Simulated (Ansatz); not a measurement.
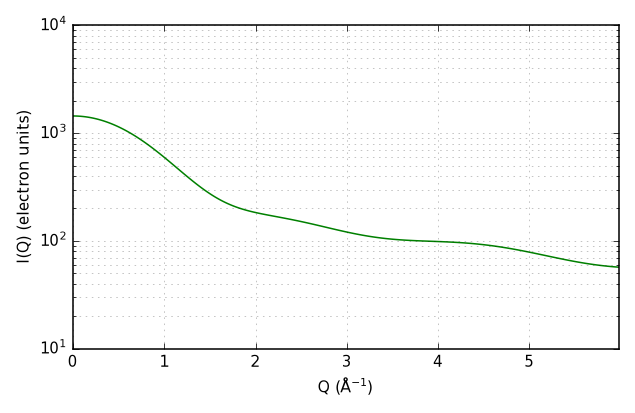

Elastic X-ray scattering of a randomly oriented, rigid molecule, calculated with the Debye equation from neutral-atom form factors (independent atoms, no Compton part, no vibration). The geometry is the end point of an optimisation (Ansatz, RKS PBE-D4/def2-SVP); it may be a saddle point or a higher isomer. It contains N, B, C, S, H.

How many electrons does the independent-atom model of the molecule hold?

I(0) is the square of the electron number: I(0) = 1440, so about 38 electrons, the count of CH4BNS.

What radius of gyration does the initial fall-off give?

From I(Q) ≈ I(0) exp(−Q²R²/3) at small Q, R ≈ 1.68 Å. It is larger than the electron-weighted radius of the nuclear positions alone (1.50 Å), because each atom's electron cloud adds to it.
